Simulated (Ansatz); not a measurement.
**BH2(OH) (BH3O): one molecule under many settings**

How do the results and run time of BH2(OH) (BH3O) respond when the settings are drawn wide?

Method: the settings change from run to run; program: Ansatz 0.2.0, Gaussian basis.

### Step 1. The geometry

The geometry comes from an earlier relaxation with r2SCAN-D4 in a triple-zeta def2 set; it is a stationary point.

5 atoms, charge 0, spin multiplicity 1.

Atoms are counted from 1 here; the program's logs count them from 0.

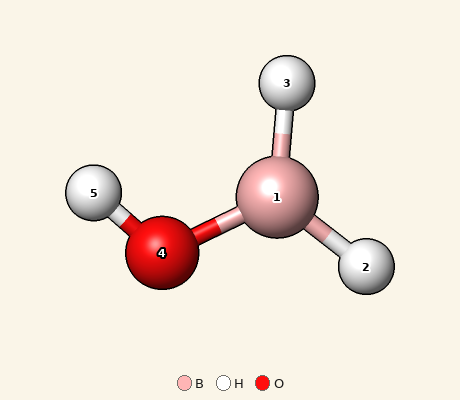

The structure; boron pink, hydrogen white, oxygen red; atoms are numbered from 1 in the order of the file.

### Step 2. rPW86-PBE/6-31G*

Options: charge -1, multiplicity 2, atoms shaken by 0.08 Å, rVV10 dispersion.

Input file in.yaml:

```yaml
crystal:
  periodic: [false, false, false]
  atoms:
    - {symbol: B, position_ang: [0.202797, 0.384439, -0.230504]}
    - {symbol: H, position_ang: [1.341241, 0.357089, -0.295822]}
    - {symbol: H, position_ang: [-0.487639, 1.266339, -0.024701]}
    - {symbol: O, position_ang: [-0.174895, -0.978396, 0.114015]}
    - {symbol: H, position_ang: [-1.043442, -0.975218, 0.408146]}
basis:
  gaussian: {orbitals: "6-31G*"}
total_charge: -1
magnetization: {spin_polarized: true, initial_magnetization: 1}
hamiltonian: {xc: {name: rPW86-PBE}, dispersion: rvv10}
scf: {omitted_lower_state_checks: [starts]}
output: {forces: true}
```

Started as:

```bash
$ ansatz run in.yaml --threads 4 --pin off --events-out ev --progress --plain --max-ram 3916MiB
```

Log, cut to the lines that bear on the results:

```text
Functional definition: rPW86-PBE+rVV10
  name "rPW86-PBE+rVV10"
  cite "Murray, Lee & Langreth, J. Chem. Theory Comput. 5, 2754 (2009) doi:10.1021/ct900365q"
  cite "Perdew, Burke & Ernzerhof, Phys. Rev. Lett. 77, 3865 (1996) doi:10.1103/PhysRevLett.77.3865"
  cite "Vydrov & Van Voorhis, J. Chem. Phys. 133, 244103 (2010) doi:10.1063/1.3521275"
  cite "Sabatini, Gorni & de Gironcoli, Phys. Rev. B 87, 041108(R) (2013) doi:10.1103/PhysRevB.87.041108"
  parent "pbe"
[...]
416 factors; their error is unknown
[...]
mean field -2774.08770851 eV, -101.9458429436 hartree, gradient 4.3e-5 eV, S^2 0.752751; 0 other end points of the search recorded, 0 dependent functions left out
[...]
reference -2774.08776790 eV, -101.9458451263 hartree; 9, 8 occupied and 27, 28 virtual orbitals, 416 factors
Total energy: -2774.08776790 eV, -101.9458451263 hartree
Atom 0 at     0.202797     0.384439    -0.230504 Å, force     0.001718    -1.162254    -0.916225 eV/Å
Atom 1 at     1.341241     0.357089    -0.295822 Å, force     2.295355     0.760824    -0.202123 eV/Å
Atom 2 at    -0.487639     1.266339    -0.024701 Å, force    -1.303440     1.787498     0.607716 eV/Å
Atom 3 at    -0.174895    -0.978396     0.114015 Å, force     2.254834    -1.413651    -0.494983 eV/Å
Atom 4 at    -1.043442    -0.975218     0.408146 Å, force    -3.248466     0.027583     1.005615 eV/Å
Dipole moment:    -0.462523    -0.492627     0.300658 e Å
Checks for a lower state left out: starts
```

Run time: 0.95 s. Hardware: 4 threads of Arm Neoverse V2, shared host.

Largest force 3.401 eV/Å, ⟨S²⟩ 0.753.

### Step 3. revPBE0/def2-TZVP

Options: charge +1, multiplicity 2.

Input file in.yaml:

```yaml
crystal:
  periodic: [false, false, false]
  atoms:
    - {symbol: B, position_ang: [0.281643, 0.295804, -0.111317]}
    - {symbol: H, position_ang: [1.435655, 0.401676, -0.404158]}
    - {symbol: H, position_ang: [-0.467749, 1.233771, -0.069869]}
    - {symbol: O, position_ang: [-0.156982, -0.949932, 0.178042]}
    - {symbol: H, position_ang: [-1.092578, -0.981319, 0.407302]}
basis:
  gaussian: {orbitals: def2-TZVP}
total_charge: 1
magnetization: {spin_polarized: true, initial_magnetization: 1}
hamiltonian: {xc: {name: revPBE0}}
output: {forces: true}
```

Same command.

Log, cut to the lines that bear on the results:

```text
Functional definition: revPBE0
  name "revPBE0"
  cite "Zhang & Yang, Phys. Rev. Lett. 80, 890 (1998) doi:10.1103/PhysRevLett.80.890"
  cite "Adamo & Barone, J. Chem. Phys. 110, 6158 (1999) doi:10.1063/1.478522"
  cite "Perdew, Burke & Ernzerhof, Phys. Rev. Lett. 77, 3865 (1996) doi:10.1103/PhysRevLett.77.3865"
[...]
452 factors; their error is unknown
[...]
mean field -2761.07569274 eV, -101.4676601839 hartree, gradient 5.9e-5 eV, S^2 0.757570; 2 other end points of the search recorded, 0 dependent functions left out
[...]
reference -2761.07572069 eV, -101.4676612108 hartree; 8, 7 occupied and 72, 73 virtual orbitals, 452 factors
Total energy: -2761.07572069 eV, -101.4676612108 hartree
Atom 0 at     0.281643     0.295804    -0.111317 Å, force    -0.385264    -5.599268     0.919549 eV/Å
Atom 1 at     1.435655     0.401676    -0.404158 Å, force     1.164140     1.034370    -0.432494 eV/Å
Atom 2 at    -0.467749     1.233771    -0.069869 Å, force    -0.549133     1.404088    -0.075375 eV/Å
Atom 3 at    -0.156982    -0.949932     0.178042 Å, force     0.610288     4.406744    -0.797196 eV/Å
Atom 4 at    -1.092578    -0.981319     0.407302 Å, force    -0.840031    -1.245934     0.385516 eV/Å
Dipole moment:    -0.146441     0.524284    -0.042307 e Å
```

Wall time 0.71 s (4 threads of Arm Neoverse V2, shared host).

Largest force 5.687 eV/Å, ⟨S²⟩ 0.758.

### Step 4. RPA/STO-3G

This run has coordinates scaled by 0.92, a grid of angular degree 11.

Input file in.yaml:

```yaml
crystal:
  periodic: [false, false, false]
  atoms:
    - {symbol: B, position_ang: [0.259111, 0.272139, -0.102412]}
    - {symbol: H, position_ang: [1.320803, 0.369542, -0.371826]}
    - {symbol: H, position_ang: [-0.430329, 1.135069, -0.064280]}
    - {symbol: O, position_ang: [-0.144423, -0.873938, 0.163799]}
    - {symbol: H, position_ang: [-1.005171, -0.902813, 0.374718]}
basis:
  gaussian: {orbitals: STO-3G, final_grid: {core_spheres: 5, valence_spheres: 4, degree: 11}}
hamiltonian: {xc: {name: PBE}}
correlation: {method: rpa}
scf: {omitted_lower_state_checks: [starts]}
```

Same command.

Log, cut to the lines that bear on the results:

```text
Functional definition: PBE
  name "PBE"
  cite "Perdew, Burke & Ernzerhof, Phys. Rev. Lett. 77, 3865 (1996) doi:10.1103/PhysRevLett.77.3865"
  parent pbe
[...]
176 factors; integrals over basis functions are off by at most 7.9e-5 eV
[...]
mean field -2731.07083648 eV, -100.3650020545 hartree, gradient 4.6e-6 eV, S^2 0.000000; 0 other end points of the search recorded, 0 dependent functions left out
2 core orbitals not correlated: weight in the atoms' cores, before any rotation towards them, 1.000 or more for the frozen orbitals, at most 0.000 for the correlated occupied ones
reference -2719.73484028 eV, -99.9484118776 hartree; 6, 6 occupied and 5, 5 virtual orbitals, 176 factors
Total energy: -2724.12236565 eV, -100.1096504614 hartree
Checks for a lower state left out: starts
```

Run time: 0.1 s. Hardware: 4 threads of Arm Neoverse V2, shared host.

### Step 5. SPW92/cc-pVDZ

Set apart from the defaults: multiplicity 3, a point charge of 0.50 e beside it.

Input file in.yaml:

```yaml
crystal:
  periodic: [false, false, false]
  atoms:
    - {symbol: B, position_ang: [0.281643, 0.295804, -0.111317]}
    - {symbol: H, position_ang: [1.435655, 0.401676, -0.404158]}
    - {symbol: H, position_ang: [-0.467749, 1.233771, -0.069869]}
    - {symbol: O, position_ang: [-0.156982, -0.949932, 0.178042]}
    - {symbol: H, position_ang: [-1.092578, -0.981319, 0.407302]}
basis:
  gaussian: {orbitals: cc-pVDZ, point_charges: [{charge: 0.50, position_ang: [4.046, -0.975, -0.709]}]}
magnetization: {spin_polarized: true, initial_magnetization: 2}
hamiltonian: {xc: {name: SPW92}}
scf: {omitted_lower_state_checks: [starts]}
output: {forces: true}
```

Same command.

Log, cut to the lines that bear on the results:

```text
Functional definition: SPW92
  name "SPW92"
  cite "Dirac, Proc. Camb. Phil. Soc. 26, 376 (1930) doi:10.1017/S0305004100016108"
  cite "Slater, Phys. Rev. 81, 385 (1951) doi:10.1103/PhysRev.81.385"
  cite "Perdew & Wang, Phys. Rev. B 45, 13244 (1992) doi:10.1103/PhysRevB.45.13244"
[...]
463 factors; their error is unknown
[...]
mean field -2744.09687755 eV, -100.8437002342 hartree, gradient 6.3e-6 eV, S^2 2.001574; 0 other end points of the search recorded, 0 dependent functions left out
[...]
reference -2744.09690089 eV, -100.8437010921 hartree; 9, 7 occupied and 34, 36 virtual orbitals, 463 factors
Total energy: -2744.09690089 eV, -100.8437010921 hartree
Atom 0 at     0.281643     0.295804    -0.111317 Å, force     0.863008    -1.481656     0.021867 eV/Å
Atom 1 at     1.435655     0.401676    -0.404158 Å, force     1.101910     1.025876    -0.425506 eV/Å
Atom 2 at    -0.467749     1.233771    -0.069869 Å, force    -0.574668     1.462953    -0.078396 eV/Å
Atom 3 at    -0.156982    -0.949932     0.178042 Å, force    -0.590860    -0.121718     0.159079 eV/Å
Atom 4 at    -1.092578    -0.981319     0.407302 Å, force    -0.776630    -0.880925     0.315321 eV/Å
Dipole moment:    -0.469636    -0.021295     0.113701 e Å
Checks for a lower state left out: starts
```

Wall time 0.2 s (4 threads of Arm Neoverse V2, shared host).

Largest force 1.715 eV/Å, dipole 2.32 D, ⟨S²⟩ 2.002.

### Step 6. All runs side by side

| level | charge | multiplicity | geometry | functions | energy (eV) | time |
| --- | --- | --- | --- | --- | --- | --- |
| rPW86-PBE/6-31G* | -1 | 2 | shaken | 36 | -2774.088 | 0.95 s |
| revPBE0/def2-TZVP | 1 | 2 | relaxed | 80 | -2761.076 | 0.71 s |
| RPA/STO-3G | 0 | 1 | scaled | 13 | -2724.122 | 0.1 s |
| SPW92/cc-pVDZ | 0 | 3 | relaxed, point charge | 43 | -2744.097 | 0.2 s |

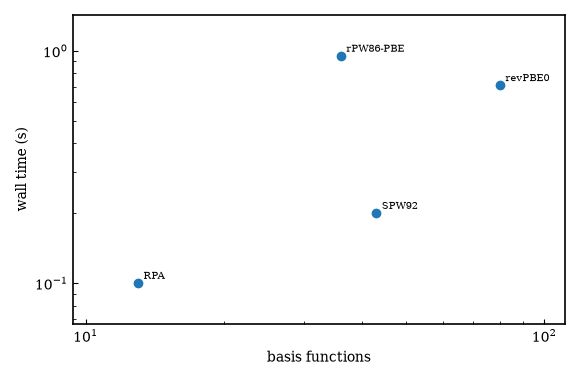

Wall time against the number of basis functions (shared host).

### Step 7. Summary of results

| quantity | value |
| --- | --- |
| runs | 4 |
| quickest | RPA/STO-3G, 0.1 s |
| slowest | rPW86-PBE/6-31G*, 0.95 s |

What this shows: The runs differ in state or geometry as well as level, so their energies can't be set against each other. rPW86-PBE/6-31G* took 9 times as long as RPA/STO-3G. The jobs differ in tasks and options as well as level.
